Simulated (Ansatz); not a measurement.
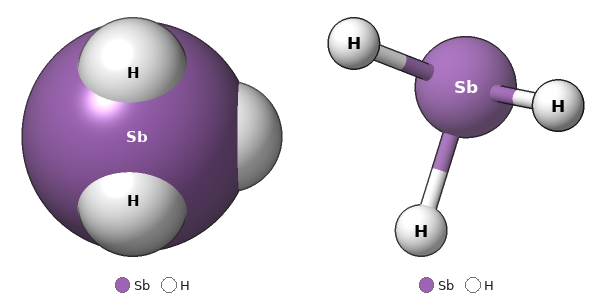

The same structure drawn twice, from different directions.

What is the molecular formula?

Answer. SbH₃, 4 atoms: 1 antimony and 3 hydrogen.

Which point group does it belong to?

Answer. C3v.

The parts below concern this one geometry. Atoms keep their numbers from picture to picture. The computed structure is the end point of a PBE0-D4/def2-TZVP optimisation. No frequency run is at hand to confirm it as a minimum.

**Geometry**

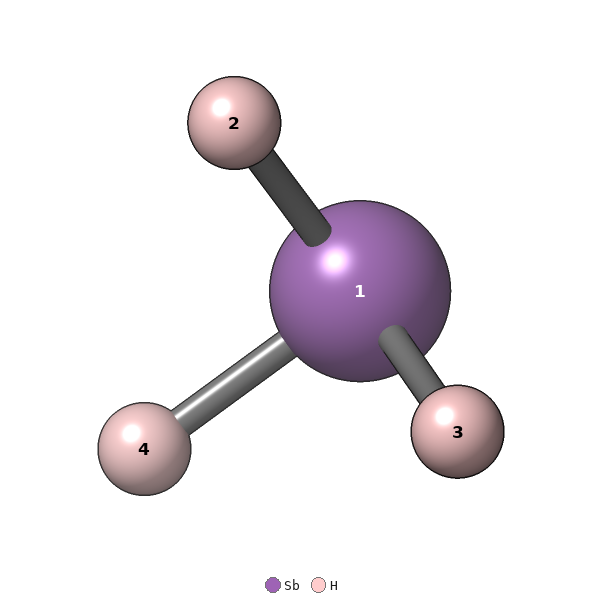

Numbered structure. No frequency run is at hand to confirm it as a minimum.

What is the geometry at Sb1?

Answer. Sb1 has 3 neighbours (H2 at 1.71, H3 at 1.71, H4 at 1.71 Å); the arrangement is trigonal pyramidal.

**Electronic properties**

No frequency run is at hand to confirm it as a minimum. Method: RKS PBE0-D4/def2-TZVPPD, core potentials on Sb (Ansatz 0.2.0).

Computed properties:

- HOMO energy (Kohn–Sham orbital): −7.53 eV
- LUMO energy (Kohn–Sham orbital): −0.22 eV
- HOMO–LUMO gap: 7.31 eV

**Charges**

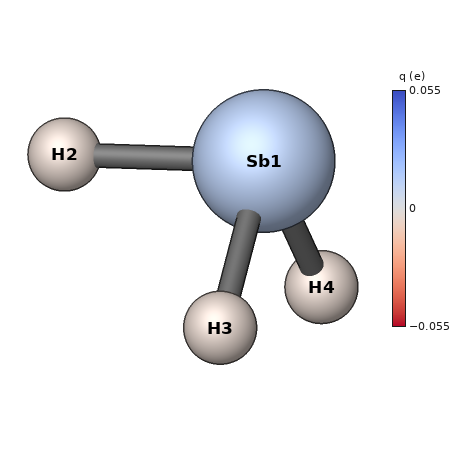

Atoms are coloured by their Mulliken charges. No frequency run is at hand to confirm it as a minimum. Method: RKS PBE0-D4/def2-TZVP, core potentials on Sb (Ansatz 0.2.0).

List the Mulliken charges.

| atom | value (e) |
| --- | --- |
| Sb1 | 0.01 |
| H2 | 0.00 |
| H3 | 0.00 |
| H4 | 0.00 |

**Dipole moment**

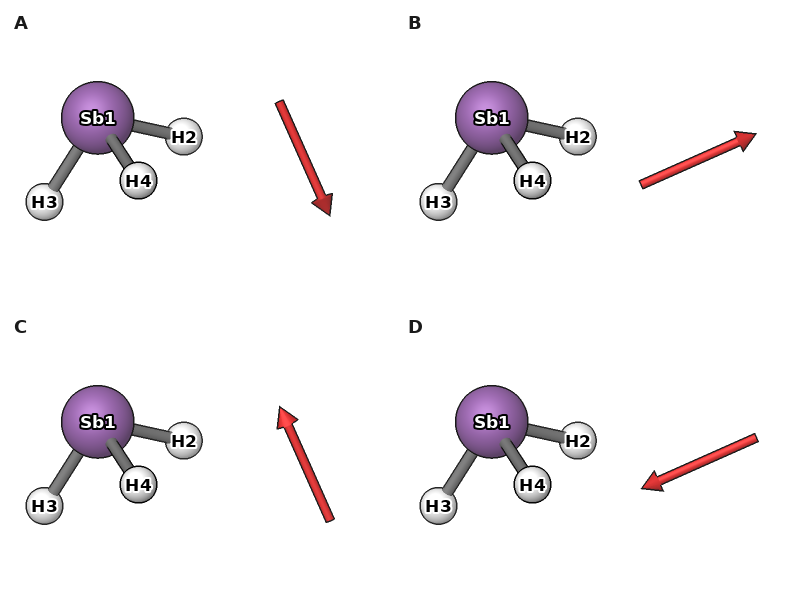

The same molecule four times, each with an arrow. No frequency run is at hand to confirm it as a minimum. Properties computed with RKS PBE0-D4/def2-TZVP, core potentials on Sb (Ansatz 0.2.0).

Which arrow points along the dipole moment, from the negative to the positive end?

Answer. C. The dipole moment is 0.31 D; it points from the side of H2, H3, H4 to the side of Sb1 (the outermost atoms at the two ends).

Mulliken values depend strongly on the basis set and can even reverse the polarity of a bond.
